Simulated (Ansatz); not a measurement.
## Electronic structure of C₈H₁₅N₂···Cl (SMILES CCCCn1cc[n+](C)c1.[Cl-]) in real space

Input

```
crystal:
  periodic: [false, false, false]
  atoms:
    - {symbol: C, position_ang: [-3.530826, -1.145327, 0.426350]}
    - {symbol: C, position_ang: [-2.434738, -0.082160, 0.344024]}
    - {symbol: C, position_ang: [-1.726245, -0.043385, -1.014189]}
    - {symbol: C, position_ang: [-0.607267, 0.994239, -1.110885]}
    - {symbol: N, position_ang: [0.466377, 0.772654, -0.146011]}
    - {symbol: C, position_ang: [1.093110, 1.753784, 0.621293]}
    - {symbol: C, position_ang: [2.241349, 1.210277, 1.126356]}
    - {symbol: N, position_ang: [2.313834, -0.107397, 0.671855]}
    - {symbol: C, position_ang: [3.492601, -0.953642, 0.690441]}
    - {symbol: C, position_ang: [1.308718, -0.305669, -0.238593]}
    - {symbol: H, position_ang: [-4.318050, -0.976168, -0.338095]}
    - {symbol: H, position_ang: [-4.024511, -1.149202, 1.419283]}
    - {symbol: H, position_ang: [-3.118877, -2.162237, 0.254251]}
    - {symbol: H, position_ang: [-2.865968, 0.922141, 0.557300]}
    - {symbol: H, position_ang: [-1.679696, -0.258376, 1.141579]}
    - {symbol: H, position_ang: [-1.318699, -1.049165, -1.261837]}
    - {symbol: H, position_ang: [-2.458005, 0.178824, -1.821246]}
    - {symbol: H, position_ang: [-0.125933, 0.971298, -2.115189]}
    - {symbol: H, position_ang: [-1.004368, 2.012545, -0.925450]}
    - {symbol: H, position_ang: [0.650482, 2.744311, 0.759017]}
    - {symbol: H, position_ang: [2.999033, 1.632700, 1.792200]}
    - {symbol: H, position_ang: [3.222087, -1.991389, 0.970943]}
    - {symbol: H, position_ang: [4.214752, -0.561266, 1.428782]}
    - {symbol: H, position_ang: [3.930689, -0.950961, -0.332210]}
    - {symbol: H, position_ang: [0.969002, -1.304787, -0.528261]}
    - {symbol: Cl, position_ang: [2.311151, -0.151612, -2.371730]}
basis:
  gaussian: {orbitals: def2-TZVP, initial_orbitals: start.molden}
hamiltonian: {xc: pbe0, dispersion: d4}
scf: {omitted_lower_state_checks: [starts]}
output: {orbitals: {seedname: orbitals}}
```

Command:

```sh
ansatz run in.yaml --threads 4 --pin off --events-out ev --progress --plain --max-ram 6963MiB
```

Geometry: PBE-D4/def2-SVP.

The calculation used Ansatz, RKS PBE0-D4/def2-TZVP.

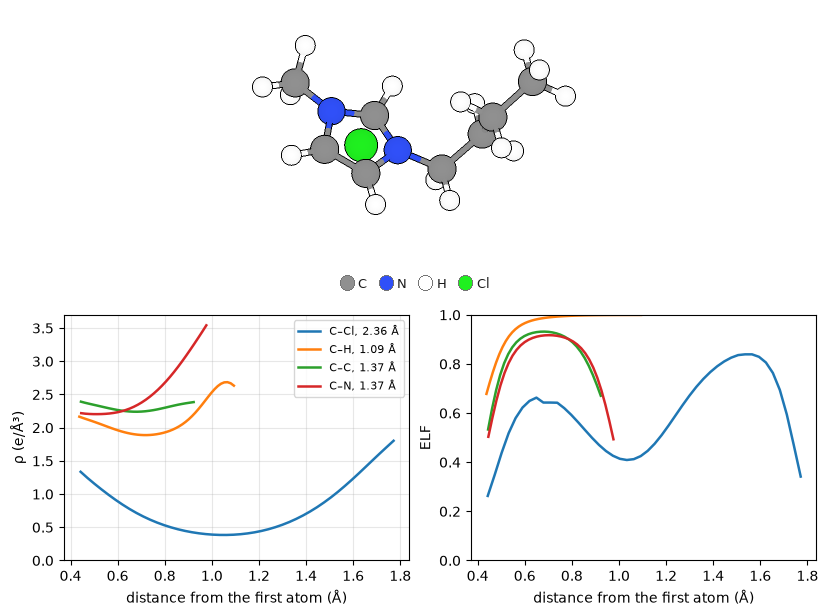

Figure 1. Total electron density and ELF along straight lines between neighbouring atoms. The curves leave out the atomic cores. The structure is drawn too.

**Compare the contacts.**

C10···Cl26 (2.36 Å): the density falls to about 0.38 e/Å³ on the way; the ELF peaks at about 0.85 in the valence shell of Cl, 0.8 Å from its nucleus, and is about 0.50 at the midpoint.
C–H (1.09 Å): ρ is about 2 e/Å³ halfway; the ELF climbs to about 1 towards the hydrogen, as it does in any bond to H; a covalent bond by its length.
C–C (1.37 Å): ρ is about 2.2 e/Å³ halfway; the ELF peaks at about 0.95 between the atoms, as expected for a covalent bond.
C–N (1.37 Å): ρ at the midpoint is about 2.3 e/Å³; the ELF peaks at about 0.90 between the atoms (localised, covalent bonding).

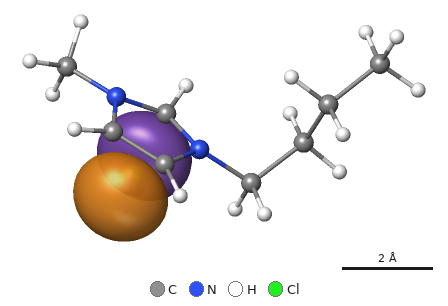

Figure 2. The HOMO−1 at ±0.15 Å⁻³ᐟ² (orange and purple are the two phases), seen at a tilt.

**Describe this orbital and give its energy.**

Its weight (Hirshfeld) is mainly on Cl26 (about 95 %); largely a lone pair of Cl26. Its energy is −6.39 eV.
